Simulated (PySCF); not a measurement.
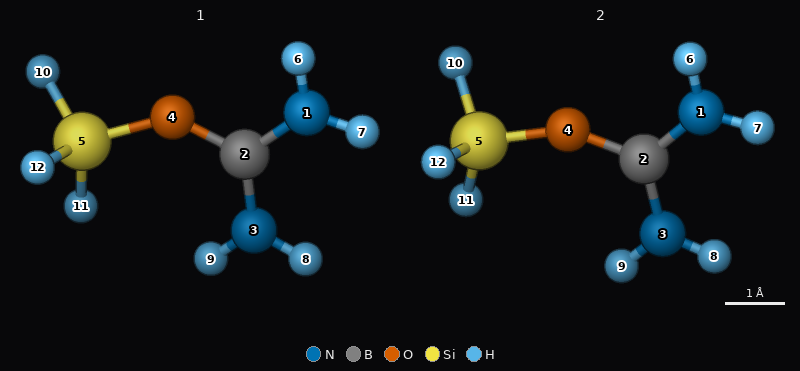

Two geometries of BSiN2H7O, drawn at one scale. One is the start of a relaxation, the other its converged end. Style: ball-and-stick. Shown at a tilt.

The calculation used PBE0-D3(BJ)/def2-SVP geometry optimisation, gas phase in PySCF. 

> Which of the two is the end point?

Structure 1 is the relaxed one. The start comes from GFN2-xTB. Its atoms were then displaced at random by about 0.01 Å. The largest move after the best rigid fit is that of H10, 0.28 Å. Largest moves by element: H 0.28 Å, O 0.24 Å, N 0.16 Å, B 0.08 Å, Si 0.05 Å. Some distances before and after: O4–Si5 1.566 → 1.650 Å, N3–H8 0.966 → 1.009 Å, Si5–H11 1.461 → 1.500 Å, Si5–H12 1.457 → 1.494 Å. Bond angles that change, for instance: B2–O4–Si5 150.5° → 136.5°, O4–Si5–H10 103.3° → 108.7°, H6–N1–H7 111.5° → 114.6°. The energy falls by 7.10 kcal/mol in 9 geometry steps.
